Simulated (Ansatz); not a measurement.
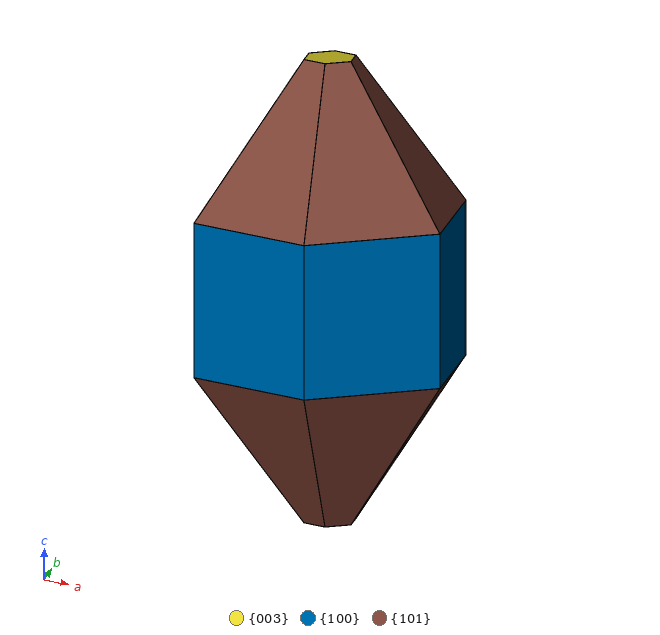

Nb2Br, space group P6_422 (No. 181), a = 4.987 Å, b = 4.987 Å, c = 6.791 Å, α = 90.00°, β = 90.00°, γ = 120.00°. BFDH (Bravais–Friedel–Donnay–Harker) growth shape, computed from the cell and space group alone: each face lies at a distance from the centre proportional to 1/d(hkl), with d taken for the first order that the space group does not extinguish. It ignores bonding, solvent and kinetics. Source: the geometry relaxed (final pressure about 20 GPa) with Ansatz 0.2.0, DFT, PAW plane waves, r2scan; the starting structure was generated, so it need not be a known form of this composition. Forms under 0.4 % of the area are left out. Forms are taken in the Laue class: a face and its opposite count as one form.

Which form makes up most of the surface, and how much?

Answer. {101}, with 12 faces and about 58 % of the area; its spacing is d = 3.644 Å.

How many faces does the whole crystal have, by form?

Answer. 20 faces: 12 of {101}, 6 of {100} and 2 of {003}.

List the forms with their spacings and shares.

Answer.
| form | faces | d (Å) | share of area (%) |
| --- | --- | --- | --- |
| {101} | 12 | 3.644 | 57.8 |
| {100} | 6 | 4.319 | 41.0 |
| {003} | 2 | 2.264 | 1.2 |
